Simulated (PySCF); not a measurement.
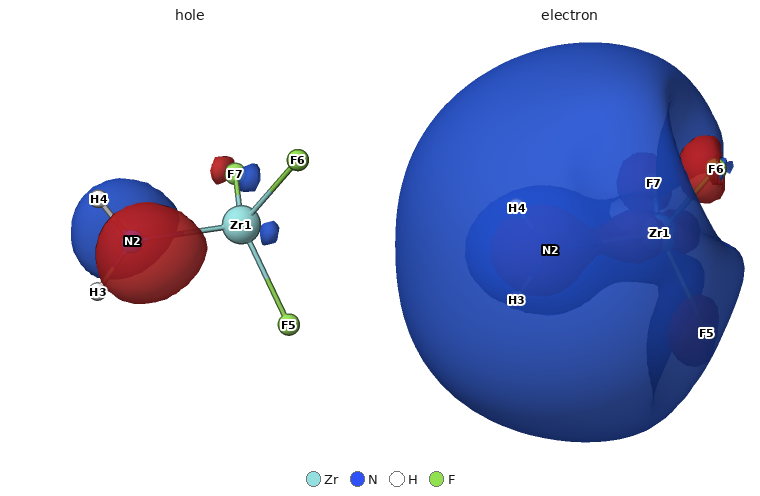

Figure 1: Zr(NH2)F3 (F3H2NZr). Leading natural transition orbital pair of S₂ (TDA singlet states); the surfaces enclose about 70 % of each orbital's density.

Method: CAM-B3LYP/def2-SVP; geometry: GFN2-xTB; program: PySCF. Core potentials replace the inner electrons of Zr; spin–orbit coupling isn't included. This is a single-reference result, which may miss multireference character in this system. No frequency check shows the geometry to be a minimum. GFN2-xTB bond lengths at metals and heavier atoms can be off by up to 0.1 Å and shapes distorted, which carries into these values. Without diffuse functions Rydberg states are missing, so the states' numbers hold for this basis only.

Input script:

```python
import numpy as np
from pyscf import gto, scf, dft, tdscf
from pyscf.scf import atom_ks, atom_hf
from scipy.linalg import block_diag

def solve(mol, dm0=None, hcore=None):
    mf = (dft.UKS if mol.spin else dft.RKS)(mol, xc='camb3lyp')
    mf.grids.level = 3
    mf = mf.density_fit(auxbasis='def2-universal-jkfit')
    mf.conv_tol, mf.max_cycle = 1e-8, 80
    if hcore is not None:
        mf.get_hcore = lambda *args: hcore
    mf.kernel(dm0)
    if not mf.converged:
        mf = mf.newton().run(mf.mo_coeff, mf.mo_occ, max_cycle=30)
    assert mf.converged, 'SCF not converged'
    return mf

mol = gto.M(atom='''
Zr    -0.04008     0.00278     0.00676
N      1.95007    -0.07285    -0.13706
H      2.58574     0.72818    -0.19939
H      2.50909    -0.92930    -0.21645
F     -0.50153     1.64581     0.75052
F     -0.60590    -1.42514     1.05886
F     -0.79727    -0.15401    -1.68661
''', basis='def2-svp', ecp={'Zr': 'def2-svp'}, charge=0, spin=0, verbose=4)
mf = solve(mol)
td = mf.TDA()
td.nstates, td.singlet, td.conv_tol = 5, True, 1e-5
td.kernel()
td.analyze()
x, y = np.array([p[0] for p in td.xy]), np.array([p[1] + 0 * p[0] for p in td.xy])
f, mu = td.oscillator_strength(), td.transition_dipole()
nto = [td.get_nto(state=i + 1, verbose=4) for i in range(len(td.e))]
# spherically averaged free atoms, for the promolecule
atom_ks.AtomSphAverageRKS.init_guess_by_vsap = lambda self, mol=None: self.init_guess_by_minao(mol)  # core potentials
atm = atom_ks.get_atm_nrks(mol, xc='camb3lyp')
pro = block_diag(*[(atm[a[0]][2] * atm[a[0]][3]) @ atm[a[0]][2].T for a in mol._atom])
np.savez('result.npz', e=td.e, f=f, ok=td.converged, w=[n[0] for n in nto], nto=[n[1] for n in nto], x=x, y=y, c=mf.mo_coeff, occ=mf.mo_occ, eps=mf.mo_energy, pro=pro, mu=mu)
```

Run with:

```sh
OMP_NUM_THREADS=1 python input.py
```

The run took 2.7 min on 1 thread of Arm Neoverse V1, on a shared host, peak memory 0.56 GiB.

> Where does the state lie, and where do hole and electron sit?

6.25 eV (198 nm), f = 0.066, partly diffuse acceptor orbital, which a basis without diffuse functions describes poorly; the leading pair carries 100 %; hole on N2 (70 %), Zr1 (15 %) and H3 and H4 (5 % each), electron on Zr1 (53 %), H3 and H4 (14 % each) and N2 (11 %) (atom shares of so diffuse an orbital are rough); their centroids lie 0.2 Å apart. In canonical orbitals it is mainly HOMO → LUMO (89 %). The HOMO–LUMO gap is 9.56 eV.
